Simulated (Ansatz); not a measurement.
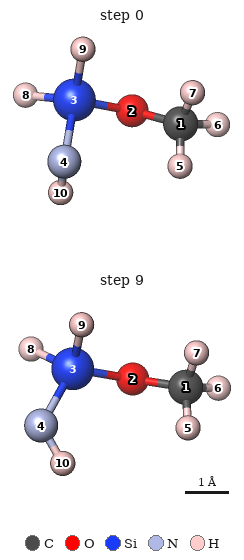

The structure of CH$_{6}$NOSi (multiplicity 2) (coarse preliminary run) before (top) and after (bottom) a relaxation, at one scale.

Style: ball-and-stick. Shown at a tilt.

The start comes from a force field.

The calculation used UKS PBE-D4/def2-SVP (Ansatz).

Input file:
```yaml
crystal:
  periodic: [false, false, false]
  atoms:
    - {symbol: C, position_ang: [-0.414200, 1.287900, 0.439400]}
    - {symbol: O, position_ang: [-0.934800, 0.178000, -0.253300]}
    - {symbol: Si, position_ang: [-0.086000, -1.220400, -0.129600]}
    - {symbol: N, position_ang: [1.658400, -0.843200, -0.608800]}
    - {symbol: H, position_ang: [0.464500, 1.706600, -0.036900]}
    - {symbol: H, position_ang: [-1.222500, 2.130700, 0.326600]}
    - {symbol: H, position_ang: [-0.292800, 1.146500, 1.502100]}
    - {symbol: H, position_ang: [-0.574700, -2.242500, -1.018100]}
    - {symbol: H, position_ang: [-0.052700, -1.659200, 1.336500]}
    - {symbol: H, position_ang: [1.538100, -0.535500, -1.555100]}
basis:
  gaussian: {orbitals: def2-SVP}
magnetization: {spin_polarized: true, initial_magnetization: 1}
hamiltonian: {xc: pbe, dispersion: d4}
relax: {f_tol: 0.03, max_steps: 200}
```

Question: Summarise the run.

Answer: The energy falls by 10.9 kcal/mol in 8 accepted moves (9 points after the start). The largest force component goes from 2.8 to 0.005 eV/Å. The line search rejected the trial step at point 6 of the run. The atom that moves furthest after the best rigid fit is N4 (0.60 Å). Largest moves by element: N 0.60 Å, H 0.44 Å, C 0.16 Å, Si 0.10 Å, O 0.08 Å. Among the contacts that change: Si3–N4 1.848 → 1.755 Å, C1–H6 1.173 → 1.110 Å, Si3–H8 1.440 → 1.501 Å, O2–Si3 1.641 → 1.681 Å. Among the angles between lasting bonds that change: Si3–N4–H10 101.2° → 116.3°, O2–Si3–N4 107.1° → 119.6°, C1–O2–Si3 116.3° → 123.9°. Groups turn about Si3–N4 by about 60°.
